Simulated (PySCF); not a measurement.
H₇NO₃Si₂, SMILES O[Si](O)(O)N[SiH3] at its CAM-B3LYP/def2-SVP optimised geometry (Å):

```
13

Si    -1.4660    -1.1080     0.0000
N      0.2733    -1.1080     0.0000
Si     1.3072    -0.4159    -1.1810
O      0.3620    -0.0896    -2.5002
O      2.5320    -1.4868    -1.4263
O      2.0326     1.0141    -0.8000
H     -2.0317     0.2701     0.0000
H     -2.0326    -1.8113    -1.1891
H     -1.9174    -1.8185     1.2271
H      0.7255    -1.6144     0.7559
H     -0.0910    -0.8271    -2.9225
H      3.3567    -1.1090    -1.7508
H      1.5201     1.8185    -0.9293
```

Method: CAM-B3LYP/def2-TZVP run with PySCF 2.14.0. Cells within 0.4 Å of a nucleus heavier than hydrogen are left out (blank, or x).

Map of the electrostatic potential (hartree/e), clipped to [-0.08, 0.12] on the plane z = 0.0 Å:

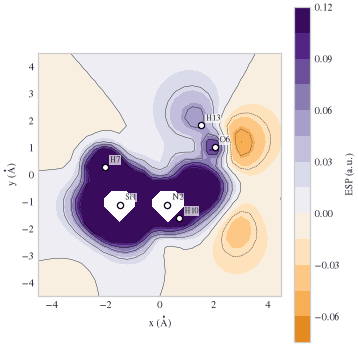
*Electrostatic potential (hartree/e), clipped to [-0.08, 0.12] on the plane z = 0.0 Å.*
